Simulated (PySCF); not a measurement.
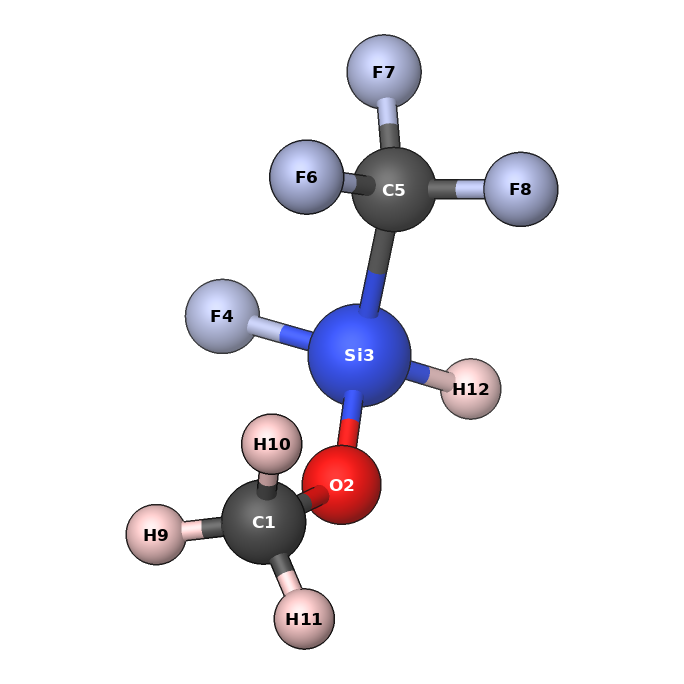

The geometry was computed by an optimisation with GFN2-xTB. No frequency run is at hand to confirm it as a minimum. Electric field gradients from the ground-state density, PBE0/pcSseg-1 (PySCF 2.14.0), non-relativistic apart from any core potentials.

Give the largest field-gradient component, the quadrupole coupling constant and the asymmetry for 17O at O2 (Q = −25.6 mb).

```csv
atom,V_zz (a.u.),e²qQ/h (MHz),η
O2,1.709,−10.28,0.16
```

The geometry is semi-empirical. Around Si such bond lengths and angles can be off by a tenth of an ångström or more and by several degrees, and values that hang on the shape move with them.
